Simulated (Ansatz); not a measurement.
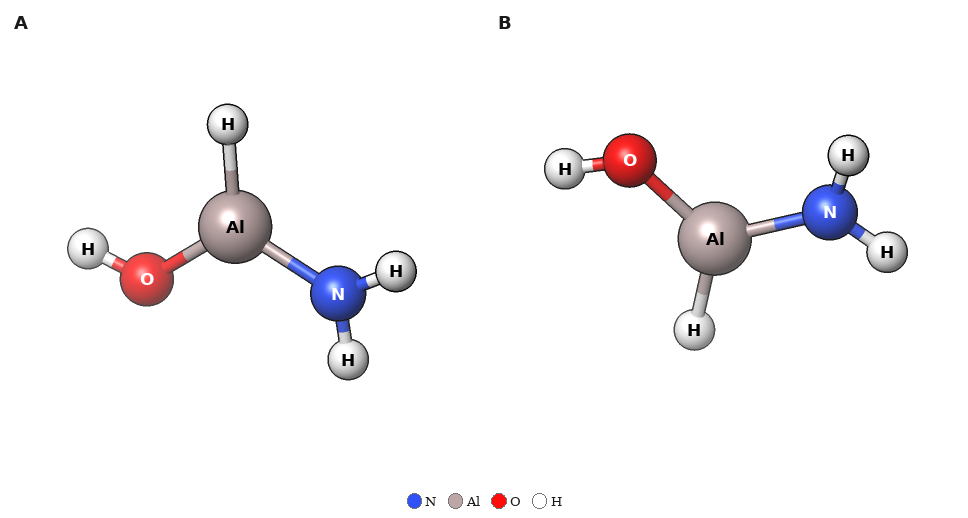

Depth is shown by fading: the farther an atom, the more it takes the colour of the background. The geometry was computed by an optimisation with PBE-D4/def2-SVP. No frequency run is at hand to confirm it as a minimum.

> Are A and B the same structure? If not, how do they differ?

Yes. They are the same structure, AlH4NO ([NH2][AlH][OH]), seen from two directions. With point group Cs it is achiral, so its mirror image would be the same too.
